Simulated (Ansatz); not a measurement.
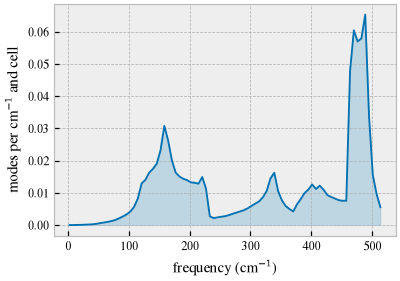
Figure: Phonon density of states of diamond Si; finite displacements on a 6×6×6 mesh, r2SCAN in Ansatz (a program for electronic structure), k mesh 6×6×6

**Question.** Where is the tallest peak, and is there a gap in the spectrum?

**Answer.** The tallest peak lies near 490 cm⁻¹. No clear gap shows at this resolution.
